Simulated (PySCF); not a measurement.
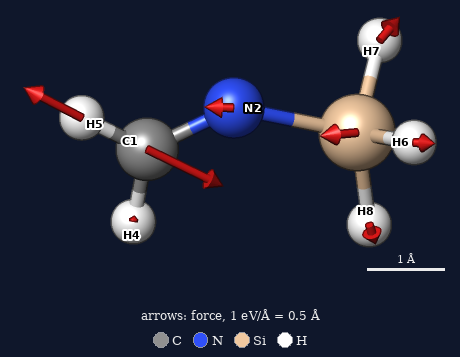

Starting geometry of CH5NSi with the computed forces as red arrows. The picture is a ball-and-stick view, seen at a tilt.

The start comes from GFN2-xTB. Its atoms were then displaced at random by about 0.01 Å.

These are results of PySCF, PBE0-D3(BJ)/def2-SVP geometry optimisation, gas phase, not measurements. 

What follows when this structure is relaxed?

It isn't relaxed: the largest force vector, on the C atom, is 2.38 eV/Å. The final displacements have little in common with the starting forces (cosine between the two patterns 0.21). After 7 geometry steps the energy has fallen by 16.1 kJ/mol. The largest move after the best rigid fit is that of an H atom, 0.23 Å. By element the largest moves are H 0.23 Å, N 0.15 Å, Si 0.09 Å, C 0.04 Å. Some distances before and after: C–H 1.056 → 1.107 Å, H–Si 1.446 → 1.491 Å, H–Si 1.466 → 1.503 Å, N–Si 1.739 → 1.756 Å. Bond angles that change, for instance: C–N–Si 135.9° → 124.9°, N–Si–H 102.2° → 108.0°, H–Si–H 114.3° → 109.3°. The run took 11 s on 1 thread of Arm Neoverse V1 (shared host).
